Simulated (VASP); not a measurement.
Band structure of KCaF3 (space group Pm-3m). Method: PBEsol GGA, VASP's PBE PAW potentials (set 64) (plane waves; VASP).

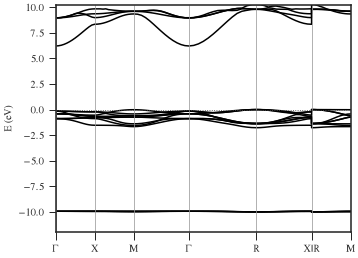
Figure: Bands along high-symmetry lines, zero at the valence-band maximum or, without a gap, the Fermi level

### Question
Read the plot: is there a gap, and where are the band edges?

### Answer
The gap is indirect, 6.22 eV, from the valence maximum at R to the conduction minimum at Γ. (Edges off the drawn lines would not show.)

The structure comes from a computed database's KCaF3 entry (Pm-3m); how it stands against other phases isn't given here. It was relaxed first.
